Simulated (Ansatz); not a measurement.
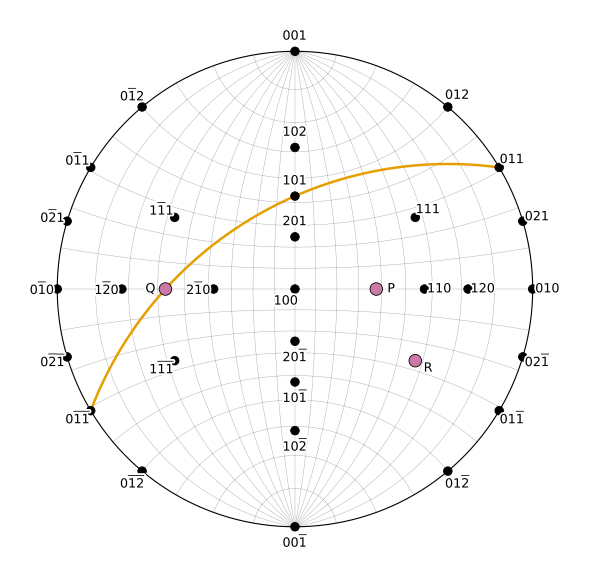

Crystal: SiNi, the input geometry of an electronic-structure calculation (not necessarily at equilibrium). Stereographic projection of plane normals (upper hemisphere) centred on (1 0 0). Geometry calculated from the standardised cell; symmetry tolerance 0.002 Å.

a = 5.173 Å, b = 3.338 Å, c = 5.605 Å, α = 90.00°, β = 90.00°, γ = 90.00°.

> Index the poles marked P, Q, R.

P is (2 1 0), 37.8° from the centre; Q is (1 −1 0), 57.2° from the centre; R is (1 1 −1), 61.0° from the centre.

> Which zone does the coloured great circle trace?

The zone [1 1 −1]: its poles satisfy h + k − l = 0.

> What is the angle between the normals of (1 0 0) and (0 2 −1), and what are their d_hkl = 1/|g|?

90.0°; d = 5.173 Å and 1.600 Å.
